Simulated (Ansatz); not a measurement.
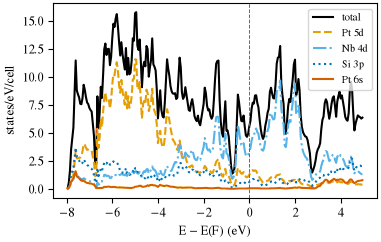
*Total and projected density of states of NbSiPt in space group Pnma (No. 62; Nb on 4c, Si on 4c, Pt on 4c), the program Ansatz at the r²SCAN level (PAW)*

**Question.** Which orbitals carry the states next to the Fermi level?

**Answer.** Within 0.5 eV of the Fermi level: Nb 4d 64 %, Pt 5d 21 %, Si 3p 10 %. Projections are on Löwdin-orthogonalised atomic valence shells; empty p or d shells of many metals are not among them.

**Question.** Where is the tallest occupied peak in this window, and what makes it?

**Answer.** Near -4.9 eV, about 16 states/eV per cell; the largest projected share is Pt 5d.

The first step of the workflow began from a Materials Project structure, measured or hypothetical; the Crystallography Open Database files this formula in space group No. 62, but the cells were not matched. Its standing as an ambient phase is unchecked. The cell was relaxed with r²SCAN under the symmetry of its start; whether a distortion lowers the energy is not shown. No spin polarisation was allowed. Spin–orbit coupling is left out wherever it is not named.

Potentials: the later of the program's two PAW sets.
